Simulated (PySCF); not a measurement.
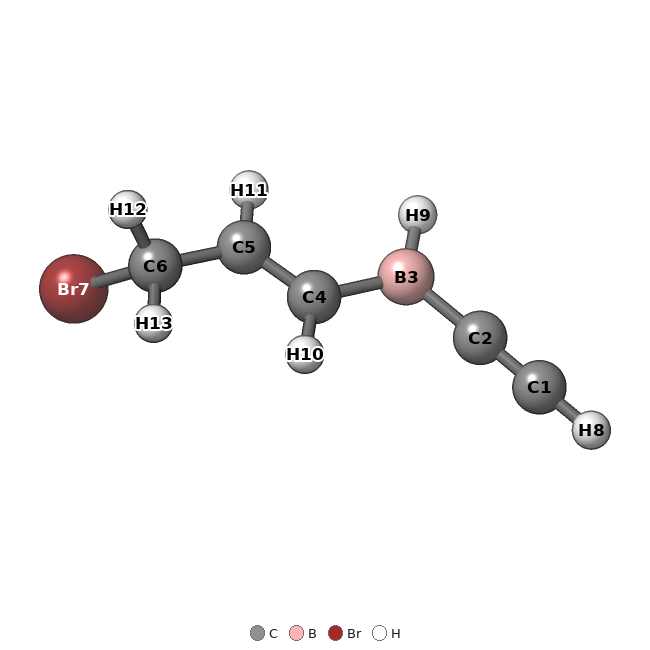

The geometry was computed by an optimisation with GFN2-xTB. No frequency run is at hand to confirm it as a minimum. Properties computed with B3LYP/pcJ-1 (pcSseg-1 on Br) indirect spin-spin coupling, non-relativistic, gas phase (PySCF 2.14.0). Isotopes: 11B, 13C, 1H.

Give the spin–spin coupling constants of these pairs, with the number of bonds between them: C2/B3, B3/H9, B3/C4, C1/B3, B3/C5, B3/H10, B3/H11, B3/H8, B3/C6.

| pair | bonds apart | J (Hz) |
| --- | --- | --- |
| C2, B3 | 1 | 93.9 |
| B3, H9 | 1 | 138.9 |
| B3, C4 | 1 | 66.7 |
| C1, B3 | 2 | 18.9 |
| B3, C5 | 2 | 5.4 |
| B3, H10 | 2 | 1.7 |
| B3, H11 | 3 | 6.9 |
| B3, H8 | 3 | 3.0 |
| B3, C6 | 3 | 8.2 |

The geometry is semi-empirical. Around B, Br such bond lengths and angles can be off by a tenth of an ångström or more and by several degrees, and values that hang on the shape move with them.
